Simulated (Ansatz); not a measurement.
## Electronic structure of BFH3NO···NH3 in real space

```yaml
atoms:
  - { symbol: B, position_ang: [0.0626, -0.2536, -0.0796] }
  - { symbol: O, position_ang: [-0.0554, -0.6230, 1.2661] }
  - { symbol: H, position_ang: [-0.9967, -0.6394, 1.5151] }
  - { symbol: N, position_ang: [1.2795, -0.4481, -0.7705] }
  - { symbol: H, position_ang: [2.1272, -0.7056, -0.2663] }
  - { symbol: H, position_ang: [1.4494, 0.0020, -1.6665] }
  - { symbol: F, position_ang: [-1.0573, 0.1584, -0.7417] }
  - { symbol: N, position_ang: [0.2153, 2.3136, 0.9011] }
  - { symbol: H, position_ang: [0.7938, 3.0463, 1.3400] }
  - { symbol: H, position_ang: [-0.7416, 2.7033, 0.8694] }
  - { symbol: H, position_ang: [0.1646, 1.5495, 1.6099] }
```

Not at a stationary point (largest force 0.5 eV/Å).

These are results of RKS revPBE-D4/def2-SVP in Ansatz, not measurements.

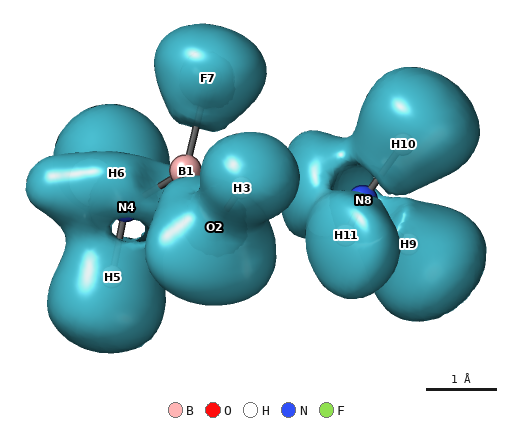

Figure 1. Isosurface of the electron localisation function at 0.75 (cyan), seen from one side. Core shells and regions of very low density are left out.

What do the ELF domains correspond to?

Answer. The surface consists of one region on F in which the atom's valence shell and bonds are merged, two joined regions spread over several atoms (H, N), in which their bonds and any lone pairs are merged and one joined region spread over several atoms (H, O), in which their bonds and any lone pairs are merged. Along the contacts the grid gives the following. B1···N8 (2.75 Å): the ELF is about 0.05 at the midpoint. B–F (1.36 Å): the ELF peaks at about 0.85 between the atoms, as expected for a polar covalent bond.

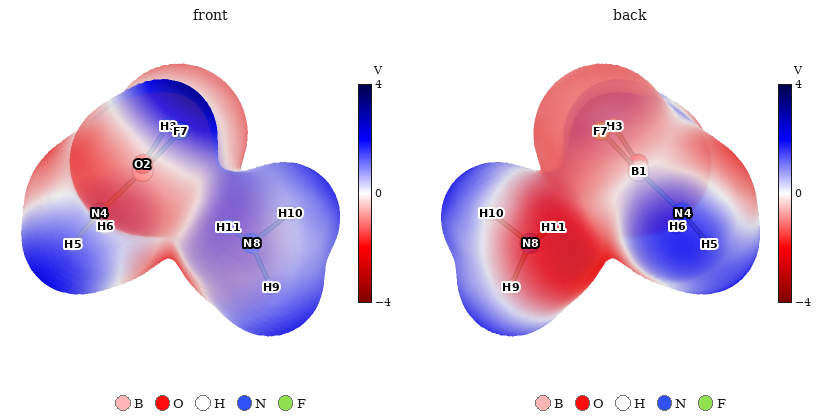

Figure 2. The electrostatic potential painted on the density surface at 0.004 e/bohr³, seen from the front and from behind; the colour scale runs from red (negative) to blue (positive).

Describe the electrostatic potential map.

Answer. The most negative region (about −2.2 V) lies over N8, the most positive (about +2.9 V) over H3. N8 is the likeliest acceptor of a hydrogen bond.

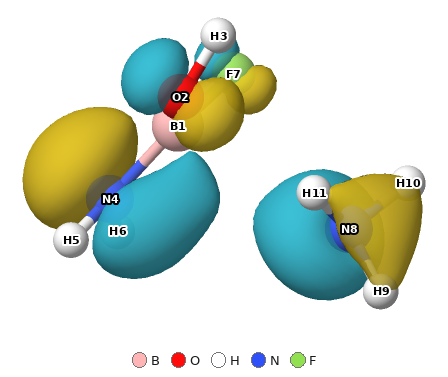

Figure 3. The HOMO−1 at ±0.15 Å⁻³ᐟ² (yellow and cyan are the two phases), seen at a tilt.

Where does this orbital lie, and at what energy?

Answer. Its weight (Hirshfeld) is mainly on N4 (about 35 %), N8 (about 30 %), O2 (about 10 %) and B1 (about 10 %); largely a combination of lone pairs on N4, N8 and O2. Its energy is −5.98 eV.
